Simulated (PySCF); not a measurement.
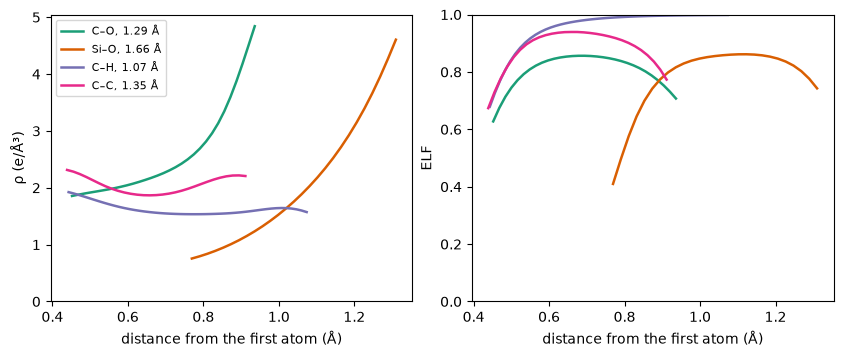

Figure 1: C5H8OSi (charge +1, doublet). Total electron density and ELF along straight lines between neighbouring atoms. The curves leave out the atomic cores.

Geometry: GFN2-xTB.

These are results of UKS B3LYP, pcH-1 on C H O Si, non-relativistic, mean-field spin-orbit, GIAO in PySCF 2.14.0, density-fitted response routines, not measurements.

| atom | x (Å) | y (Å) | z (Å) |
| --- | --- | --- | --- |
| Si | 2.9176 | -0.0718 | 0.0971 |
| O | 1.3826 | 0.5629 | 0.1889 |
| C | 0.1300 | 0.2525 | 0.2336 |
| C | -0.9109 | 1.1927 | 0.3139 |
| C | -2.1968 | 0.4845 | 0.3449 |
| C | -1.7936 | -0.9531 | 0.2741 |
| C | -0.4495 | -1.0643 | 0.2114 |
| H | 2.8908 | -1.5288 | 0.0534 |
| H | 3.4666 | 0.5209 | 1.3167 |
| H | 3.3519 | 0.5907 | -1.1333 |
| H | -0.7868 | 2.2608 | 0.3457 |
| H | -2.7733 | 0.7142 | 1.2481 |
| H | -2.8504 | 0.7790 | -0.4839 |
| H | -2.5036 | -1.7602 | 0.2742 |
| H | 0.1211 | -1.9721 | 0.1535 |

### What kind of bonding do the profiles show?

C–O (1.29 Å): ρ at the midpoint is about 2.1 e/Å³; the ELF peaks at about 0.85 between the atoms: a short, strongly polar bond.
Si–O (1.66 Å): the density is about 0.89 e/Å³ at the midpoint; the ELF peaks at about 0.85 between the atoms; a polar covalent bond.
C–H (1.07 Å): ρ is about 1.7 e/Å³ halfway; the ELF climbs to about 1 towards the hydrogen, as it does in any bond to H; an ordinary covalent bond to hydrogen.
C–C (1.35 Å): the density is about 1.9 e/Å³ at the midpoint; the ELF peaks at about 0.95 between the atoms, as expected for localised, covalent bonding.
